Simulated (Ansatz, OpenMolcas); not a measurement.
How basis sets differ on H2S (hydrogen sulfide)

H2S has 3 atoms, charge 0, and is taken as a singlet. SMILES: `S`. The coordinates come from a PBE0-D4/def2-TZVP relaxation.

```xyz
3

S     0.4955   -0.2806    0.2439
H     0.0979    0.9977    0.1624
H    -0.5934   -0.7171   -0.4063
```

Quantity: the atomisation enthalpy at 298 K, in kJ/mol. The values are calculated. The thermal term (zero-point and 298 K enthalpy, harmonic and unscaled) is that of PBE0-D4/def2-TZVP; the spin-orbit lowering of the free atoms at 298 K, 1.9 kJ/mol by their spectra, is taken off.

**What was measured.** NIST-JANAF tables gives the atomisation enthalpy at 298 K of the gas as 733 kJ/mol.

```json
{"level": "HF/STO-3G", "kind": "Hartree–Fock", "program": "Ansatz", "value (kJ/mol)": "618", "computed − measured": "-115", "CPU time (all runs)": "0.11 s"}
{"level": "HF/3-21G", "kind": "Hartree–Fock", "program": "Ansatz", "value (kJ/mol)": "388", "computed − measured": "-345", "CPU time (all runs)": "0.15 s"}
{"level": "HF/6-31G* (spherical functions)", "kind": "Hartree–Fock", "program": "Ansatz", "value (kJ/mol)": "477", "computed − measured": "-256", "CPU time (all runs)": "0.3 s"}
{"level": "HF/aug-cc-pVTZ", "kind": "Hartree–Fock", "program": "OpenMolcas", "value (kJ/mol)": "503", "computed − measured": "-230", "CPU time (all runs)": "13 s"}
```

Nearest: HF/STO-3G (-115 kJ/mol); farthest: HF/3-21G (-345 kJ/mol). Times are those of the runs behind each value, whatever else they computed, on shared processors of several kinds: orders of magnitude only.

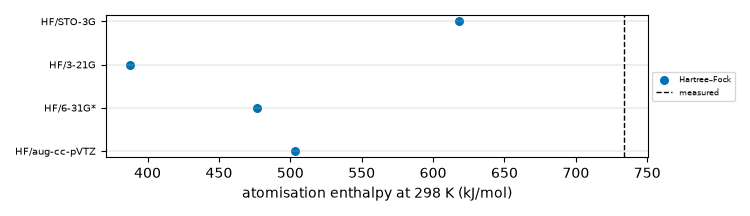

The values of the table, level by level.
